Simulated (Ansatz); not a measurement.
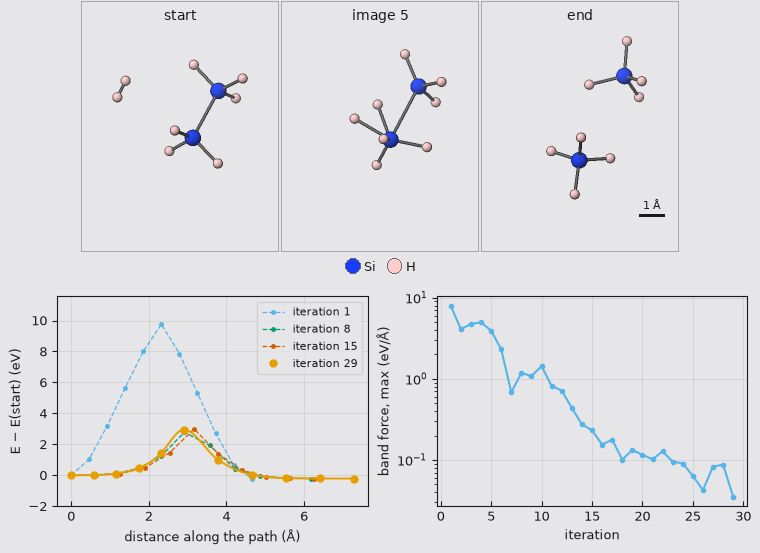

A nudged-elastic-band calculation for Si2H8, made up at the start of Si₂H₆ and H2. Images are numbered from 0 (start) to 10 (end). The plot follows the band through its iterations. The picture is a ball-and-stick view, seen at a tilt.

Theory: RKS PBE0/def2-SVP in Ansatz 0.2.0.

The input:
```yaml
crystal:
  periodic: [false, false, false]
  atoms:
    - { symbol: Si, position_ang: [0.375815, 0.009917, 0.17363] }
    - { symbol: Si, position_ang: [0.421797, 0.005562, 2.520043] }
    - { symbol: H, position_ang: [-0.967346, -0.089607, 3.06981] }
    - { symbol: H, position_ang: [1.213325, -1.162592, 3.017647] }
    - { symbol: H, position_ang: [1.052591, 1.263968, 3.028042] }
    - { symbol: H, position_ang: [1.773162, 0.067002, -0.357346] }
    - { symbol: H, position_ang: [-0.376503, 1.199289, -0.332521] }
    - { symbol: H, position_ang: [-0.28096, -1.231971, -0.339328] }
    - { symbol: H, position_ang: [-3.179687, 0.087058, 0.42002] }
    - { symbol: H, position_ang: [-3.164991, -0.148625, 1.143403] }
basis:
  gaussian: { orbitals: def2-SVP }
hamiltonian:
  xc: pbe0
neb:
  order_check: false
  images: 9
  f_tol: 0.05
  max_iterations: 60
  initial_path: linear
  final_atoms:
    - { symbol: Si, position_ang: [-0.43954843, 0.17046102, -0.86674898] }
    - { symbol: Si, position_ang: [-0.18701581, -0.17067091, 3.33570346] }
    - { symbol: H, position_ang: [-0.63499671, -0.53412407, 4.71245402] }
    - { symbol: H, position_ang: [0.80839685, -1.17315565, 2.85443975] }
    - { symbol: H, position_ang: [0.43750877, 1.18457788, 3.35573953] }
    - { symbol: H, position_ang: [0.54268677, 0.82818455, 0.04668546] }
    - { symbol: H, position_ang: [-0.05214367, 0.43797826, -2.28436035] }
    - { symbol: H, position_ang: [-0.43789198, -1.30154423, -0.61909617] }
    - { symbol: H, position_ang: [-1.80389291, 0.72007981, -0.61084845] }
    - { symbol: H, position_ang: [-1.36589988, -0.16178566, 2.41943174] }
```

Command:
```bash
ansatz run input.yaml --threads 1 --pin off --max-ram 2048MiB --backend cpu --events-out ev --progress --plain --runs-dir out
```

Judge this run.

The run is converged, with reservations. The band converged in 29 iterations. The largest component of the band force went from 7.9 to 0.035 eV/Å. The climbing image converged on the top of the path. Its curvatures weren't checked. The straight starting path can push atoms close together and costs iterations. The first iteration put the highest image at 9.76 eV. The energy climbs by 2.95 eV to image 5 and then falls by 3.16 eV, so the end point sits at −0.21 eV.

Limits of the set-up: the start holds two separate molecules, 2.9 Å apart at their closest, whose relative position is a soft coordinate and is computed without a dispersion correction.
